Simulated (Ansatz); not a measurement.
## A computed series for SiS2: response to strain

The parent structure is SiS₂ (space group Ibam, No. 72; a = 5.8031 Å, b = 9.8918 Å, c = 5.5455 Å; made of chains). Axes: x, y, z lie along a, b, c of the conventional cell.

Strains are applied to the cell and any free atomic positions relax; under biaxial strain the out-of-plane vector relaxes too.

Level of theory: r2SCAN, PAW, 500 eV (Ansatz, a program for electronic structure; spin-orbit coupling left out).

Notes on the quantities. energy relative to the base: free energy F.

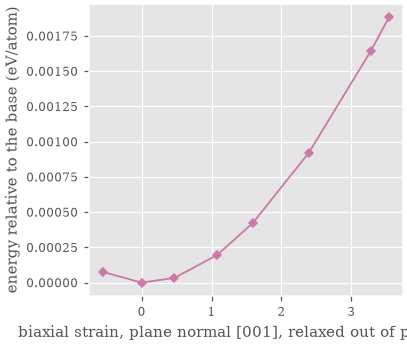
Figure. Energy relative to the base against biaxial strain, plane normal [001], relaxed out of plane

| biaxial strain, plane normal [001], relaxed out of plane (%) | energy relative to the base |
|---|---|
| -0.55 | +0.1 meV/atom |
| 0.47 | 0.0 meV/atom |
| 1.08 | +0.2 meV/atom |
| 1.59 | +0.4 meV/atom |
| 2.39 | +0.9 meV/atom |
| 3.28 | +1.6 meV/atom |
| 3.54 | +1.9 meV/atom |

A biaxial case was relaxed in a doubled cell and then solved in the primitive one. Whether these cells are dynamically stable was not tested. No dispersion term is included, though the crystal is made of layers, chains or molecules, so its spacings can come out too wide.
